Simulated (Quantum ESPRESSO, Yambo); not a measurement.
## BP (F-43m): changed settings of a GW run in Yambo

Aim: change inputs of a GW run on BP (F-43m) and see what moves.

Calculated with Yambo 5.3.0; LDA and many-body steps on it, plane waves.

## Step 1: The structure

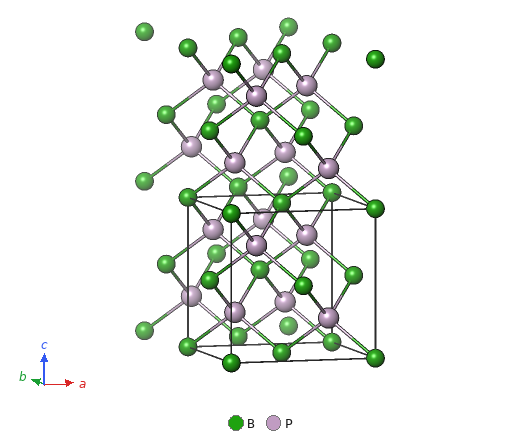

Start, viewed slightly off an axis; boron green, phosphorus pink. 1×2×2 cells are drawn. This picture shows the conventional cell, with its axes. Bonds to atoms that aren't drawn are left out. Some periodic images of atoms are drawn too.

As a file:

```xyz
2
Lattice="0.0000 2.2690 2.2690 2.2690 0.0000 2.2690 2.2690 2.2690 0.0000" Properties=species:S:1:pos:R:3 pbc="T T T"
B     0.0000    0.0000    0.0000
P     1.1345    1.1345    1.1345
```

The cell and positions come from the Crystallography Open Database and are kept as given unless a step says otherwise.

## Step 2: Base

This step: Yambo 5.3.0; G0W0 on LDA, plane waves, norm-conserving pseudopotentials.

Now the one-shot GW correction: screening in the RPA, then the self-energy of the levels asked for.

The input, gw1.in:

```
HF_and_locXC
gw0
dyson
ppa
em1d
rim_cut
RandQpts= 1000000
RandGvec= 1 RL
EXXRLvcs= 68 Ry
VXCRLvcs= 272 Ry
Chimod= "HARTREE"
% BndsRnXp
 1 | 35 |
%
NGsBlkXp= 8 Ry
% LongDrXp
 1 | 1 | 1 |
%
% GbndRnge
 1 | 35 |
%
DysSolver= "n"
ExtendOut
PPAPntXp= 27.21138 eV
% QPkrange
 1 | 1 | 3 | 6 |
 7 | 7 | 3 | 6 |
%
```

Run with:

```bash
$ OMP_NUM_THREADS=1 mpirun -n 4 yambo -F gw1.in -J gw1 -C gw1 > gw1.log
```

What it wrote:

```text
 Yambo, version 5.3.0

 [02] CORE Variables Setup
 =========================

  [... cell, symmetries and grids as in the set-up ...]

  [02.05] Energies & Occupations
  ==============================

  [X] === General ===
  [X] Electronic Temperature                        :  0.000000  0.000000 [eV K]
  [X] Bosonic    Temperature                        :  0.000000  0.000000 [eV K]
  [X] Finite Temperature mode                       : no
  [X] El. density                                   :  0.34242E+24 [cm-3]
  [X] Fermi Level                                   :  9.023726 [eV]

  [X] === Gaps and Widths ===
  [X] Conduction Band Min                           :  1.317558 [eV]
  [X] Valence Band Max                              :  0.000000 [eV]
  [X] Filled Bands                                  :   4
  [X] Empty Bands                                   :    5   35
  [X] Direct Gap                                    :  3.386302 [eV]
  [X] Direct Gap localized at k                     :  1
  [X] Indirect Gap                                  :  1.317558 [eV]
  [X] Indirect Gap between kpts                     :   1   7
  [X] Last valence band width                       :  5.487000 [eV]
  [X] 1st conduction band width                     :  3.929597 [eV]

 [03] Transferred momenta grid and indexing
 ==========================================

 IBZ Q-points                                      :   8
 BZ  Q-points                                      :   64

 K/Q-points units:
 rlu = crystal or reduced units; cc = cartesian coordinates; iku = interal k-units

 Q [1]          [rlu]:  0.000000  0.000000  0.000000
 Q [2]          [rlu]: -0.10617E-17 -0.10617E-17  0.25000
 Q [3]          [rlu]:  0.21235E-17  0.21235E-17 -0.50000
 Q [4]          [rlu]: -0.90507E-17  0.25000      0.25000
 Q [5]          [rlu]:  0.10377E-16  0.25000      0.50000
 Q [6]          [rlu]:  0.21235E-17  0.25000     -0.25000
 Q [7]          [rlu]:  0.18101E-16 -0.50000     -0.50000
 Q [8]          [rlu]:  0.250000 -0.500000 -0.250000

 [04] Coloumb potential Random Integration (RIM)
 ===============================================

  [04.01] RIM initialization
  ==========================

  * Diagonal components only detected *

  8 x (sBL volume)        :  0.196662 [a.u.]
  sBZ random points       :  1000000
  Points outside the sBZ  :   7987327
  RL volume               :  1.573293 [a.u.]
  Integrated volume       :  1.575789 [a.u.]

  [04.02] RIM integrals
  =====================

  Gamma point sphere radius             :  0.105485 [a.u.]
  Points outside the sphere             :   799513
  [Int_sBZ(q=0) 1/q^2]*(Vol_sBZ)^(-1/3) =:  7.764325
                                 should be <:  7.795600

  Summary of Coulomb integrals for non-metallic bands |Q|[au] RIM/Bare

  Q [1] 0.100000E-4 0.995988 * Q [2] 0.317261 1.066317
  Q [4] 0.366342 1.065091 * Q [6] 0.518086 1.027759
  Q [5] 0.607509 1.020584 * Q [3] 0.634523 1.018268
  Q [7] 0.732684 1.014689 * Q [8] 0.819165 1.011648

 [05] Dipoles
 ============

  [05.01] Setup: observables and procedures
  =========================================

 [06] Dynamic Dielectric Matrix (PPA)
 ====================================

 [WR./gw1//ndb.pp]---------------------------------------------------------------
  Brillouin Zone Q/K grids (IBZ/BZ)                :    8   64    8   64
  RL vectors                                       :  1917 [WF]
  Coulomb cutoff potential                         : none
  Electronic Temperature                           :  0.000000 [K]
  Bosonic    Temperature                           :  0.000000 [K]
  PPA    diel. fun.  energies                      : Slater exchange(X)+Perdew & Wang(C)
  wavefunctions                                    : Slater exchange(X)+Perdew & Wang(C)
  Global Gauge                                     : length
  X matrix size                                    :   65
  X band range                                     :    1   35
  X e/h energy range                               : -1.000000 -1.000000 [eV]
  X Time ordering                                  : R
  X Hxc Kernel                                     : HARTREE
  X Drude frequency                                :  0.000000  0.000000
  X poles                                          :  100.0000 [o/o]
  RL vectors in the sum                            :  1917
  [r,Vnl] included                                 : yes
  Field direction                                  :  0.577350E-5  0.577350E-5  0.577350E-5
  BZ energy Double Grid                            : no
  BZ energy DbGd points                            : 0
  BZ Q point size factor                           : -1.000000
  X Optical Averaged directions                    : none

 [07] Local Exchange-Correlation + Non-Local Fock
 ================================================

 [VXC] Plane waves :  11935
 [EXS] Plane waves :  1471

 QP @ state[ 1 ] K range:  1  1
 QP @ state[ 1 ] b range:   3   6
 QP @ state[ 2 ] K range:   7   7
 QP @ state[ 2 ] b range:   3   6

 [xc] Functional : Slater exchange(X)+Perdew & Wang(C)
 [xc] LIBXC used to calculate xc functional
  PP Number of Atomic Species                      :  2
  NLCC RL compoments                               :  11935
  PP Number of Atomic Species                      :  2
  NLCC RL compoments                               :  11935

 [xc] E_xc :  -2.808331 [Ha]
      E_xc :  -5.616662 [Ry]

  Local XC kind (lXC) : Slater exchange(X)+Perdew & Wang(C)
  Non-Local XC kind (nlXC) : Hartree-Fock

  Corrections @ K [1] :  [eV]
 <3|nlXC|3> = -15.08405 -0.14088E-16 <3|lXC|3> = -13.22310 -0.47213E-16
 <4|nlXC|4> = -15.08391  0.11664E-16 <4|lXC|4> = -13.22310  0.23589E-16
 <5|nlXC|5> = -7.149335  0.30646E-17 <5|lXC|5> = -12.01748 -0.58719E-19
 <6|nlXC|6> = -7.149528  0.11970E-16 <6|lXC|6> = -12.01748  0.94408E-16

  Corrections @ K [7] :  [eV]
 <3|nlXC|3> = -15.94277  0.46623E-17 <3|lXC|3> = -12.46440 -0.13541E-20
 <4|nlXC|4> = -15.94282  0.89520E-17 <4|lXC|4> = -12.46440  0.11290E-19
 <5|nlXC|5> = -6.417840  0.19940E-18 <5|lXC|5> = -10.94499  0.23605E-16
 <6|nlXC|6> = -6.174474  0.32150E-17 <6|lXC|6> = -10.81261  0.18882E-15

 [08] Dyson equation: Newton solver
 ==================================

  [08.01] G0W0 (W PPA)
  ====================

  [  GW  ] Bands range     :    1   35
  [GW/PPA] G damping       :  0.100000 [eV]

  QP @ state[ 1 ] K range:  1  1
  QP @ state[ 1 ] b range:   3   6
  QP @ state[ 2 ] K range:   7   7
  QP @ state[ 2 ] b range:   3   6

   Sc/G bands                                       :    1   35
   Sc/G damping                                     :  0.100000 ev
   Sc bands terminator                              : no
   Sx RL components                                 :  1471

   QP @ state[ 1 ] K range                          :  1  1
   QP @ state[ 1 ] b range                          :   3   6
   QP @ state[ 2 ] K range                          :   7   7
   QP @ state[ 2 ] b range                          :   3   6
   GF energies kind                                 : Slater exchange(X)+Perdew & Wang(C)
   GF WF`s kind                                     : Slater exchange(X)+Perdew & Wang(C)
   Xs energies kind                                 : Slater exchange(X)+Perdew & Wang(C)
   Xs WF`s kind                                     : Slater exchange(X)+Perdew & Wang(C)

 [11] Game Over & Game summary
```

Wall time 5.2 s (4 MPI ranks of Arm Neoverse V2, shared host); peak memory 1.1 GiB; 16 s of CPU time.

This step gave:

| Item | Value |
| --- | --- |
| G0W0 gap on the points computed | 2.062 eV |
| starting gap on the mesh | 1.318 eV |
| k of the valence top | 0, 0, 0 |
| k of the conduction bottom | 0, -0.5, -0.5 |
| least direct G0W0 gap on the computed points | 4.233 eV |
| Z at the valence top | 0.7993 |
| Z at the conduction bottom | 0.8112 |

The gap on the mesh goes from 1.32 eV to 2.06 eV, a correction of +0.74 eV.

## Step 3: Scissors in G

gw2.in, as its differences from gw1.in of step 2:

```diff
@@ -28 +28,4 @@
 %
+% GfnQP_E
+ 0.5 | 1.0 | 1.0 |
+%
```

Run with:

```bash
$ OMP_NUM_THREADS=1 mpirun -n 4 yambo -F gw2.in -J gw2,gw1_W -C gw2 > gw2.log
```

What it wrote:

```text
 Yambo, version 5.3.0

 [02] CORE Variables Setup
 =========================

  [... cell, symmetries and grids as in the set-up ...]

  [02.05] Energies & Occupations
  ==============================

  [X] === General ===
  [X] Electronic Temperature                        :  0.000000  0.000000 [eV K]
  [X] Bosonic    Temperature                        :  0.000000  0.000000 [eV K]
  [X] Finite Temperature mode                       : no
  [X] El. density                                   :  0.34242E+24 [cm-3]
  [X] Fermi Level                                   :  9.023726 [eV]

  [X] === Gaps and Widths ===
  [X] Conduction Band Min                           :  1.317558 [eV]
  [X] Valence Band Max                              :  0.000000 [eV]
  [X] Filled Bands                                  :   4
  [X] Empty Bands                                   :    5   35
  [X] Direct Gap                                    :  3.386302 [eV]
  [X] Direct Gap localized at k                     :  1
  [X] Indirect Gap                                  :  1.317558 [eV]
  [X] Indirect Gap between kpts                     :   1   7
  [X] Last valence band width                       :  5.487000 [eV]
  [X] 1st conduction band width                     :  3.929597 [eV]

 [03] Transferred momenta grid and indexing
 ==========================================

 IBZ Q-points                                      :   8
 BZ  Q-points                                      :   64

 K/Q-points units:
 rlu = crystal or reduced units; cc = cartesian coordinates; iku = interal k-units

 Q [1]          [rlu]:  0.000000  0.000000  0.000000
 Q [2]          [rlu]: -0.10617E-17 -0.10617E-17  0.25000
 Q [3]          [rlu]:  0.21235E-17  0.21235E-17 -0.50000
[...]
[G+QP] Direct Gap localized at k                  :  1
  [G+QP] Indirect Gap                               :  1.817558 [eV]
  [G+QP] Indirect Gap between kpts                  :   1   7
  [G+QP] Last valence band width                    :  5.487000 [eV]
  [G+QP] 1st conduction band width                  :  3.929597 [eV]

  [coarse-grid] Minimum Bare Gap        [ev]:  1.317558
  [coarse-grid] Minimum Gap Correction  [ev]:  0.500000

  Eqp @ K [1]
   -15.3984    -0.858897E-8 -0.745731E-8   0.00000      3.88630      3.88630      3.88630      7.83988
  Eqp @ K [2]
  -14.29390  -4.82027  -1.11058  -1.11058   4.47249   5.23496   5.23496   9.98587
  Eqp @ K [3]
  -12.06962  -9.00763  -1.74779  -1.74779   4.26739   5.18436   5.18436  10.43871
  Eqp @ K [4]
  -13.91908  -3.64320  -2.72409  -2.72409   2.27299   5.38409   8.15431   8.15431
  Eqp @ K [5]
  -11.68107  -7.64612  -4.76112  -3.17806   2.98085   6.83890   8.58271   8.77712
  [... 2 further k-points ...]
  Eqp @ K [8]
  -10.29208  -7.93707  -5.68459  -5.48700   5.74715   7.16702   7.65929   7.94739

 [06] Dipoles
 ============

  [06.01] Setup: observables and procedures
  =========================================

 [07] Dynamic Dielectric Matrix (PPA)
 ====================================

   Sc/G bands                                       :    1   35
   Sc/G damping                                     :  0.100000 ev
   Sc bands terminator                              : no
   Sx RL components                                 :  1471

   QP @ state[ 1 ] K range                          :  1  1
   QP @ state[ 1 ] b range                          :   3   6
   QP @ state[ 2 ] K range                          :   7   7
   QP @ state[ 2 ] b range                          :   3   6
   GF energies kind                                 : Slater exchange(X)+Perdew & Wang(C)+ user defined corrections @E
   GF WF`s kind                                     : Slater exchange(X)+Perdew & Wang(C)
   Xs energies kind                                 : Slater exchange(X)+Perdew & Wang(C)
   Xs WF`s kind                                     : Slater exchange(X)+Perdew & Wang(C)

 [12] Game Over & Game summary
```

It took 2.3 s on 4 MPI ranks; peak memory 1 GiB.

This step gave:

```yaml
g0w0_gap_on_the_points_computed: 2.110 eV
starting_gap_on_the_mesh: 1.318 eV
k_of_the_valence_top: 0, 0, 0
k_of_the_conduction_bottom: 0, -0.5, -0.5
least_direct_g0w0_gap_on_the_computed_points: 4.287 eV
z_at_the_valence_top: 0.8007
z_at_the_conduction_bottom: 0.8159
```

The program's own table gives 2.202 eV, which is too large where the input levels are shifted: this version takes Σc at the unshifted level E₀, yet steps from the shifted one. The value above is the Newton step from E₀, E₀ + Z(Σc + Σx − Vxc), rebuilt from the printed columns.

## Step 4: Core charge in Vxc

gw3.in, as its differences from gw2.in of step 3:

```diff
@@ -28,4 +28,2 @@
 %
-% GfnQP_E
- 0.5 | 1.0 | 1.0 |
-%
+UseNLCC
```

Run with:

```bash
$ OMP_NUM_THREADS=1 mpirun -n 4 yambo -F gw3.in -J gw3,gw1_W -C gw3 > gw3.log
```

What it wrote:

```text
 Yambo, version 5.3.0

 [02] CORE Variables Setup
 =========================

  [... cell, symmetries and grids as in the set-up ...]

  [02.05] Energies & Occupations
  ==============================

  [X] === General ===
  [X] Electronic Temperature                        :  0.000000  0.000000 [eV K]
  [X] Bosonic    Temperature                        :  0.000000  0.000000 [eV K]
  [X] Finite Temperature mode                       : no
  [X] El. density                                   :  0.34242E+24 [cm-3]
[...]
Sx RL components                                 :  1471

   QP @ state[ 1 ] K range                          :  1  1
   QP @ state[ 1 ] b range                          :   3   6
   QP @ state[ 2 ] K range                          :   7   7
   QP @ state[ 2 ] b range                          :   3   6
   GF energies kind                                 : Slater exchange(X)+Perdew & Wang(C)
   GF WF`s kind                                     : Slater exchange(X)+Perdew & Wang(C)
   Xs energies kind                                 : Slater exchange(X)+Perdew & Wang(C)
   Xs WF`s kind                                     : Slater exchange(X)+Perdew & Wang(C)

 [11] Game Over & Game summary
```

Elapsed: 2.3 s, on 4 MPI ranks; peak memory 1 GiB; 8.7 s of CPU time.

Numbers from this step:

- G0W0 gap on the points computed: 1.903 eV
- starting gap on the mesh: 1.318 eV
- k of the valence top: 0, 0, 0
- k of the conduction bottom: 0, -0.5, -0.5
- least direct G0W0 gap on the computed points: 4.195 eV

Against G0W0 in Yambo (4×4×4 mesh, 35 bands, screening to 108.8 eV, Godby-Needs plasmon pole), the gap moves by −0.159 eV.

## Step 5: Pole fitted at another frequency

The input, gw4.in:

```
HF_and_locXC
gw0
dyson
ppa
em1d
rim_cut
RandQpts= 1000000
RandGvec= 1 RL
EXXRLvcs= 68 Ry
VXCRLvcs= 272 Ry
Chimod= "HARTREE"
% BndsRnXp
 1 | 35 |
%
NGsBlkXp= 8 Ry
% LongDrXp
 1 | 1 | 1 |
%
% GbndRnge
 1 | 35 |
%
DysSolver= "n"
ExtendOut
PPAPntXp= 10 eV
% QPkrange
 1 | 1 | 3 | 6 |
 7 | 7 | 3 | 6 |
%
```

Run with:

```bash
$ OMP_NUM_THREADS=1 mpirun -n 4 yambo -F gw4.in -J gw4 -C gw4 > gw4.log
```

What it wrote:

```text
 Yambo, version 5.3.0

 [02] CORE Variables Setup
 =========================

  [... cell, symmetries and grids as in the set-up ...]

  [02.05] Energies & Occupations
  ==============================

  [X] === General ===
  [X] Electronic Temperature                        :  0.000000  0.000000 [eV K]
  [X] Bosonic    Temperature                        :  0.000000  0.000000 [eV K]
  [X] Finite Temperature mode                       : no
  [X] El. density                                   :  0.34242E+24 [cm-3]
[...]
Sx RL components                                 :  1471

   QP @ state[ 1 ] K range                          :  1  1
   QP @ state[ 1 ] b range                          :   3   6
   QP @ state[ 2 ] K range                          :   7   7
   QP @ state[ 2 ] b range                          :   3   6
   GF energies kind                                 : Slater exchange(X)+Perdew & Wang(C)
   GF WF`s kind                                     : Slater exchange(X)+Perdew & Wang(C)
   Xs energies kind                                 : Slater exchange(X)+Perdew & Wang(C)
   Xs WF`s kind                                     : Slater exchange(X)+Perdew & Wang(C)

 [11] Game Over & Game summary
```

It took 5.1 s on 4 MPI ranks; peak memory 1.1 GiB.

Numbers from this step:

```
G0W0 gap on the points computed              : 2.050 eV
starting gap on the mesh                     : 1.318 eV
k of the valence top                         : 0, 0, 0
k of the conduction bottom                   : 0, -0.5, -0.5
least direct G0W0 gap on the computed points : 4.208 eV
```

Against G0W0 in Yambo (4×4×4 mesh, 35 bands, screening to 108.8 eV, Godby-Needs plasmon pole), the gap moves by −0.012 eV.

(Part 1 of 2 ends here.)

[Paths, hosts, dates, memory and timing lines, banners, echoed tables and standing remarks are left out of the program output.]

[Logs are printed without paths, hosts, clocks, repeated set-up lines and the standing remarks that a program may print on its own settings, such as how far it seeks lower states.]

[Runs of the session that timed out or met a known fault of the program may be left out.]

[Hosts, paths, dates, database ids (printed as entryN), source tags and the programs' standing remarks are cut or masked in the printed files.]
